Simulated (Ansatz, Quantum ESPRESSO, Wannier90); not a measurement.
# Ballistic channels from Wannier functions: straight Pt chain, spacing 2.40 Å, part 4 of 6

How many channels does the wire offer, and does a small Wannier basis get them right? The wire: straight Pt chain, spacing 2.40 Å.

Quantum ESPRESSO 7.5 and Wannier90 3.1.0; plane-wave DFT, PBE, GBRV ultrasoft pseudopotentials; cross-check by Ansatz 0.2.0 with PAW datasets.

So far. Step 2 (Ground state): The run needed 11 iterations to bring the estimated error under 1e-07 Ry. Step 6 (Wannier functions and transport, with dis_win_max − E_F …): The outer window must hold at least num_wann states at every k: widen it, with enough bands computed to fill it.

### 9. Localisation, bands and conductance

Level of this step: maximally localised Wannier functions and ballistic conductance; plane-wave DFT, PBE, GBRV ultrasoft pseudopotentials (Wannier90).

After disentangling and localising, transport_mode = bulk builds principal layers from hoppings within dist_cutoff and counts open channels.

wan.win reads:

```
num_wann = 9
num_bands = 37
num_iter = 200
num_print_cycles = 20
conv_tol = 1e-8
conv_window = 5
guiding_centres = true
dis_num_iter = 1500
dis_conv_tol = 1e-8
dis_win_min = -14.4027
dis_win_max = 16.5973
dis_froz_max = -1.9027
search_shells = 120
fermi_energy = -3.4027

transport = true
transport_mode = bulk
one_dim_axis = z
dist_cutoff = 19.1
dist_cutoff_mode = one_dim
tran_win_min = -4.0
tran_win_max = 2.0
tran_energy_step = 0.02

bands_plot = true
bands_num_points = 96
begin kpoint_path
G 0.0 0.0 0.0 Z 0.0 0.0 0.5
end kpoint_path

begin projections
Pt:s;p;d
end projections

begin unit_cell_cart
ang
  8.0000000000 0.0000000000 0.0000000000
  0.0000000000 8.0000000000 0.0000000000
  0.0000000000 0.0000000000 2.4000000000
end unit_cell_cart

begin atoms_frac
  Pt 0.0000000000 0.0000000000 0.0000000000
end atoms_frac

mp_grid = 1 1 16
begin kpoints
  0.0 0.0 0.0000000000
  0.0 0.0 0.0625000000
  0.0 0.0 0.1250000000
  0.0 0.0 0.1875000000
  0.0 0.0 0.2500000000
  0.0 0.0 0.3125000000
  0.0 0.0 0.3750000000
  0.0 0.0 0.4375000000
  0.0 0.0 0.5000000000
  0.0 0.0 0.5625000000
  0.0 0.0 0.6250000000
  0.0 0.0 0.6875000000
  0.0 0.0 0.7500000000
  0.0 0.0 0.8125000000
  0.0 0.0 0.8750000000
  0.0 0.0 0.9375000000
end kpoints
```

Launch:

```bash
> OMP_NUM_THREADS=1 wannier90.x wan > wan.run.log
```

The log of the run:

```text
[banner, memory and clock lines left out]
+---------------------------------------------------+
             |                                                   |
             |                   WANNIER90                       |
             |                                                   |
             +---------------------------------------------------+
             |                                                   |
             |        Welcome to the Maximally-Localized         |
             |        Generalized Wannier Functions code         |
             |                             |
             |                                                   |
             |                                                   |
             |  Wannier90 Developer Group:                       |
             |    Giovanni Pizzi    (EPFL)                       |
             |    Valerio Vitale    (Cambridge)                  |
             |    David Vanderbilt  (Rutgers University)         |
             |    Nicola Marzari    (EPFL)                       |
             |    Ivo Souza         (Universidad del Pais Vasco) |
             |    Arash A. Mostofi  (Imperial College London)    |
             |    Jonathan R. Yates (University of Oxford)       |
             |                                                   |
             |  For the full list of Wannier90 3.x authors,      |
             |  please check the code documentation and the      |
             |  README on the GitHub page of the code            |
             |                                                   |
             |                                                   |
             |                                                   |
             |  [ref] "Wannier90 as a community code:            |
             |        new features and applications",            |
             |        165902 (2020).                             |
             |            |
             |                                                   |
             |  in any publications arising from the use of      |
             |                                                   |
             |  [ref] "Maximally Localized Generalised Wannier   |
             |         Functions for Composite Energy Bands"     |
             |         N. Marzari and D. Vanderbilt              |
             |         Phys. Rev. B 56 12847 (1997)              |
             |                                                   |
             |  [ref] "Maximally Localized Wannier Functions     |
             |         for Entangled Energy Bands"               |
             |         I. Souza, N. Marzari and D. Vanderbilt    |
             |         Phys. Rev. B 65 035109 (2001)             |
             |                                                   |
             |                                                   |
             | Copyright (c) 1996-2020                           |
             |        The Wannier90 Developer Group and          |
             |        individual contributors                    |
             |                                                   |
             |      Release: 3.1.0        5th March    2020      |
             |                                                   |
             | This program is free software; you can            |
             | redistribute it and/or modify it under the terms  |
             | of the GNU General Public License as published by |
             | the Free Software Foundation; either version 2 of |
             | the License, or (at your option) any later version|
             |                                                   |
             | This program is distributed in the hope that it   |
             | will be useful, but WITHOUT ANY WARRANTY; without |
             | even the implied warranty of MERCHANTABILITY or   |
             | FITNESS FOR A PARTICULAR PURPOSE. See the GNU     |
             | General Public License for more details.          |
             |                                                   |
             | You should have received a copy of the GNU General|
             | Public License along with this program; if not,   |
             | write to the Free Software Foundation, Inc.,      |
             | 675 Mass Ave, Cambridge, MA 02139, USA.           |
             |                                                   |
             +---------------------------------------------------+
             +---------------------------------------------------+

 ******************************************************************************
 * -> Using CODATA 2006 constant values                                       *
 *    (                      *
 * -> Using Bohr value from CODATA                                            *
 ******************************************************************************

 Running in serial (with parallel executable)

                                    ------
                                    SYSTEM
                                    ------

                              Lattice Vectors (Ang)
                    a_1     8.000000   0.000000   0.000000
                    a_2     0.000000   8.000000   0.000000
                    a_3     0.000000   0.000000   2.400000

                   Unit Cell Volume:     153.60000  (Ang^3)

                        Reciprocal-Space Vectors (Ang^-1)
                    b_1     0.785398   0.000000   0.000000
                    b_2     0.000000   0.785398   0.000000
                    b_3     0.000000   0.000000   2.617994

 *----------------------------------------------------------------------------*
 |   Site       Fractional Coordinate          Cartesian Coordinate (Ang)     |
 +----------------------------------------------------------------------------+
 | Pt   1   0.00000   0.00000   0.00000   |    0.00000   0.00000   0.00000    |
 *----------------------------------------------------------------------------*
                                ------------
                                K-POINT GRID
                                ------------

             Grid size =  1 x  1 x 16      Total points =   16

 *---------------------------------- MAIN ------------------------------------*
 |  Number of Wannier Functions               :                 9             |
 |  Number of Objective Wannier Functions     :                 9             |
 |  Number of input Bloch states              :                37             |
 |  Output verbosity (1=low, 5=high)          :                 1             |
[...]
Sum of centres and spreads (  0.045367,  1.376324,  3.599605 )    12.12465572

     40    -0.685E-02     0.2457151056       12.1246557167       4.55  <-- CONV
        O_D=      0.0977736 O_OD=      2.4568326 O_TOT=     12.1246557 <-- SPRD
 Delta: O_D=  0.1335404E-02 O_OD= -0.8183123E-02 O_TOT= -0.6847719E-02 <-- DLTA
 Cycle:     60
[...]
Sum of centres and spreads (  0.060822,  1.379687,  3.600277 )    11.92862795

     60    -0.567E-02     0.2442488569       11.9286279486       4.57  <-- CONV
        O_D=      0.0967960 O_OD=      2.2617824 O_TOT=     11.9286279 <-- SPRD
 Delta: O_D=  0.4076634E-03 O_OD= -0.6077659E-02 O_TOT= -0.5669996E-02 <-- DLTA
 Cycle:     80
[...]
Sum of centres and spreads (  0.102927,  1.386646,  3.599845 )    11.85479171

     80    -0.272E-02     0.1689800469       11.8547917069       4.59  <-- CONV
        O_D=      0.0963330 O_OD=      2.1884092 O_TOT=     11.8547917 <-- SPRD
 Delta: O_D= -0.2445088E-03 O_OD= -0.2479600E-02 O_TOT= -0.2724108E-02 <-- DLTA
 Cycle:    100
[...]
Sum of centres and spreads (  0.133146,  1.390899,  3.599825 )    11.80882992

    100    -0.217E-02     0.1404012059       11.8088299151       4.62  <-- CONV
        O_D=      0.0951471 O_OD=      2.1436332 O_TOT=     11.8088299 <-- SPRD
 Delta: O_D=  0.7997163E-03 O_OD= -0.2973104E-02 O_TOT= -0.2173387E-02 <-- DLTA

 Writing checkpoint file wan.chk... done

 Cycle:    120
[...]
Sum of centres and spreads (  0.161273,  1.392373,  3.599991 )    11.76114647

    120    -0.171E-02     0.1353798203       11.7611464707       4.64  <-- CONV
        O_D=      0.0931022 O_OD=      2.0979947 O_TOT=     11.7611465 <-- SPRD
 Delta: O_D=  0.1246740E-03 O_OD= -0.1830921E-02 O_TOT= -0.1706247E-02 <-- DLTA
 Cycle:    140
[...]
Sum of centres and spreads (  0.179141,  1.396654,  3.599904 )    11.72775006

    140    -0.140E-02     0.1180544779       11.7277500606       4.67  <-- CONV
        O_D=      0.0938281 O_OD=      2.0638724 O_TOT=     11.7277501 <-- SPRD
 Delta: O_D= -0.1867002E-03 O_OD= -0.1213937E-02 O_TOT= -0.1400637E-02 <-- DLTA
 Cycle:    160
[...]
Sum of centres and spreads (  0.189739,  1.397457,  3.599905 )    11.71145061

    160    -0.528E-03     0.0708452079       11.7114506105       4.69  <-- CONV
        O_D=      0.0934313 O_OD=      2.0479698 O_TOT=     11.7114506 <-- SPRD
 Delta: O_D=  0.2866270E-03 O_OD= -0.8149881E-03 O_TOT= -0.5283611E-03 <-- DLTA
 Cycle:    180
[...]
Sum of centres and spreads (  0.195485,  1.396894,  3.599923 )    11.70451335

    180    -0.161E-03     0.0421197612       11.7045133510       4.72  <-- CONV
        O_D=      0.0927678 O_OD=      2.0416961 O_TOT=     11.7045134 <-- SPRD
 Delta: O_D= -0.1485536E-05 O_OD= -0.1592083E-03 O_TOT= -0.1606939E-03 <-- DLTA
 Cycle:    200
[...]
Sum of centres and spreads (  0.198105,  1.397617,  3.599914 )    11.70180588

    200    -0.967E-04     0.0309017584       11.7018058774       4.74  <-- CONV
        O_D=      0.0930126 O_OD=      2.0387438 O_TOT=     11.7018059 <-- SPRD
 Delta: O_D= -0.7172589E-04 O_OD= -0.2496977E-04 O_TOT= -0.9669567E-04 <-- DLTA

 Writing checkpoint file wan.chk... done

 Final State
[...]
WF centre and spread    2  (  0.279596,  2.038993,  4.799881 )     2.07282833
  WF centre and spread    3  ( -0.839298, -0.044217, -0.000062 )     1.41599885
  WF centre and spread    4  (  0.019052, -1.068260, -0.000365 )     1.56380708
  WF centre and spread    5  (  0.028669,  0.162297, -0.003523 )     1.01158766
  WF centre and spread    6  ( -0.013660,  0.000557,  0.000352 )     0.84139960
  WF centre and spread    7  (  0.002282, -0.053829,  0.004074 )     0.88271239
  WF centre and spread    8  (  0.710633, -0.052346, -0.000305 )     1.33360737
  WF centre and spread    9  ( -0.060752,  0.065515, -0.000042 )     0.88544089
  Sum of centres and spreads (  0.198105,  1.397617,  3.599914 )    11.70180588

         Spreads (Ang^2)       Omega I      =     9.570049531
        ================       Omega D      =     0.093012563
                               Omega OD     =     2.038743784
    Final Spread (Ang^2)       Omega Total  =    11.701805877
 Time for wannierise            0.242 (sec)

 Writing checkpoint file wan.chk... done

 *---------------------------------------------------------------------------*
 |                               PLOTTING                                    |
 *---------------------------------------------------------------------------*

 Translated centres
    translation centre in fractional coordinate:  0.000000  0.000000  0.000000
  WF centre     1  (  0.071585,  0.348908,  1.199904 )
  WF centre     2  (  0.279596,  2.038993, -0.000119 )
  WF centre     3  ( -0.839298, -0.044217, -0.000062 )
  WF centre     4  (  0.019052, -1.068260, -0.000365 )
  WF centre     5  (  0.028669,  0.162297, -0.003523 )
  WF centre     6  ( -0.013660,  0.000557,  0.000352 )
  WF centre     7  (  0.002282, -0.053829,  0.004074 )
  WF centre     8  (  0.710633, -0.052346, -0.000305 )
  WF centre     9  ( -0.060752,  0.065515, -0.000042 )

 Calculating interpolated band-structure

 Time to calculate interpolated band structure       0.011 (sec)

 Time for plotting              0.016 (sec)

 *---------------------------------------------------------------------------*
 |                              TRANSPORT                                    |
 *---------------------------------------------------------------------------*

 Calculation of Quantum Conductance and DoS: bulk mode

 Maximum imaginary part of the real-space Hamiltonian:     0.012975

     Maximum real part of the real-space Hamiltonian at each lattice point
            Lattice point R           Max |H_ij(R)|
                  -9                     0.000000
                  -8                     0.001647
                  -7                     0.002293
                  -6                     0.001909
                  -5                     0.004588
                  -4                     0.009938
                  -3                     0.118209
                  -2                     0.530344
                  -1                     2.346892
                   0                     4.946452
                   1                     2.346892
                   2                     0.530344
                   3                     0.118209
                   4                     0.009938
                   5                     0.004588
                   6                     0.001909
                   7                     0.002293
                   8                     0.001647
                   9                     0.000000

 Number of unit cells inside the principal layer:     8
 Number of Wannier Functions inside the principal layer:    72

 Calculating quantum conductance and density of states... done

 Time for transport             4.646 (sec)
 Total Execution Time           9.534 (sec)

 *===========================================================================*
 |                             TIMING INFORMATION                            |
 *===========================================================================*
 |    Tag                                                Ncalls      Time (s)|
 |---------------------------------------------------------------------------|
 |kmesh: get                                        :         1         0.019|
 |overlap: allocate                                 :         1         0.000|
 |overlap: read                                     :         1         0.102|
 |dis: main                                         :         1         4.503|
 |wann: main                                        :         1         0.242|
 |plot: main                                        :         1         0.016|
 |tran: main                                        :         1         4.646|
 *---------------------------------------------------------------------------*

 All done: wannier90 exiting
[key lines of the parts left out:]
|  Fermi energy (eV)                         :            -3.403             |
```

Run time: 10 s. Hardware: 1 MPI rank of Intel Xeon at 2.60GHz (Ice Lake), shared host; peak memory 0.09 GiB.

Numbers from this step:

- lead channels at the Fermi level, one spin: 4.000
- total spread: 11.70 Å²
- gauge-invariant spread: 9.570 Å²
- largest misfit to plane-wave levels between mesh points, inside the frozen window: 0.05244 eV

Per spin. The quantum conductance of the perfect wire, open channels by energy, zero at the Fermi level:

```tsv
energy (eV)	quantum conductance of the perfect wire, open channels
-4.000	1
-3.500	3
-3.000	3
-2.500	3
-2.000	3
-1.500	4
-1.020	6
-0.500	6.00
0.000	4
0.500	3
1.000	1
1.500	1
2.000	1
```

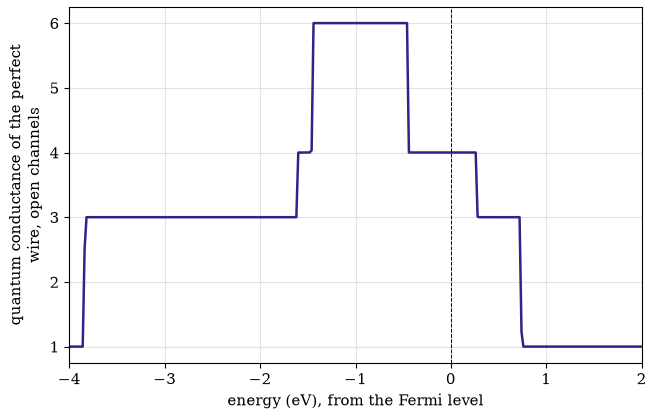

Quantum conductance of the perfect wire, open channels, plotted against energy.

Wannier functions:

```tsv
no.	x (Å)	y (Å)	z (Å)	spread (Å²)
1	0.07158	0.3489	-1.2	1.694
2	0.2796	2.039	4.8	2.073
3	-0.8393	-0.04422	-6.20e-5	1.416
4	0.01905	-1.068	-3.65e-4	1.564
5	0.02867	0.1623	-0.003523	1.012
6	-0.01366	5.57e-4	3.52e-4	0.8414
7	0.002282	-0.05383	0.004074	0.8827
8	0.7106	-0.05235	-3.05e-4	1.334
9	-0.06075	0.06552	-4.20e-5	0.8854
```

The electronic bands at the labelled points (eV, zero at the Fermi level; # counts the bands kept):

```tsv
point	#2	#3	#4	#5	#6	#7	#8	#9
Γ	-1.60	-1.46	-1.46	0.74	0.74	4.13	4.65	9.89
Z	-3.84	-0.45	-0.44	0.28	5.88	9.72	10.46	10.69
```

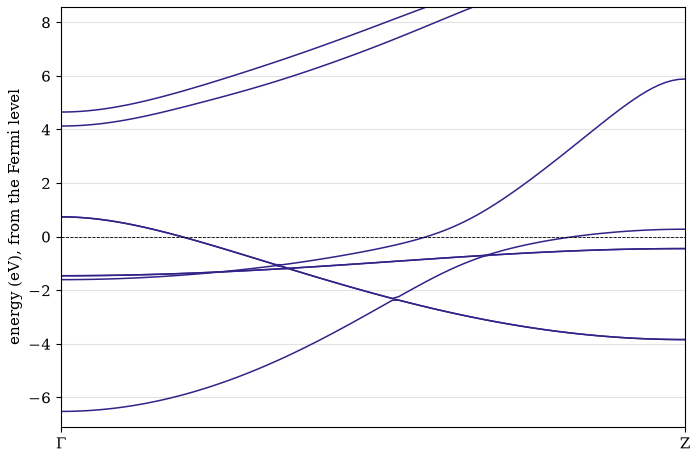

Electronic bands along the path.

Bands and channels are those of the Wannier model: bands that were not projected, and all outside the frozen window, are missing or only approximate.

Disentanglement stopped at its cap on iterations, so these spreads are not final.

At least 1 of the functions sits far from every atom, off the bonds: the outer window has let in states of the vacuum, so the basis is not the atomic one that was projected.

### 10. Neighbour list from wannier90 -pp, with dist_cutoff = 2.88

How much does a setting matter? One run is repeated with a change.

wan_w.win, as its differences from the input of step 9:

```diff
@@ -18,3 +18,3 @@
 one_dim_axis = z
-dist_cutoff = 19.1
+dist_cutoff = 2.88
 dist_cutoff_mode = one_dim
```

Launch:

```bash
> OMP_NUM_THREADS=1 wannier90.x -pp wan_w > wan_w.pp.log
```

Wall time 0.6 s (1 MPI rank); peak memory 0.09 GiB.

### 11. Overlaps and projections

The follow-up step for that run.

wan_w.p2w.in reads:

```
&inputpp
  prefix = 'nscf'
  outdir = './out'
  seedname = 'wan_w'
  write_mmn = .true.
  write_amn = .true.
  write_unk = .false.
/
```

Launch:

```bash
> OMP_NUM_THREADS=1 mpirun -n 4 pw2wannier90.x -in wan_w.p2w.in > wan_w.p2w.out
```

Elapsed: 3.1 s, on 4 MPI ranks; peak memory 0.21 GiB; 12 s of CPU time.

(Continued in part 5 of 6.)

[Logs are printed without paths, hosts, clocks, repeated set-up lines and the standing remarks that a program may print on its own settings, such as how far it seeks lower states.]

[Hosts, paths, dates, database ids (printed as entryN), source tags and the programs' standing remarks are cut or masked in the printed files.]

[Maps of the electrostatic potential energy from Ansatz leave out the sawtooth potential of an applied field or a dipole correction, so their vacuum need not be flat; planar profiles and work functions include it.]
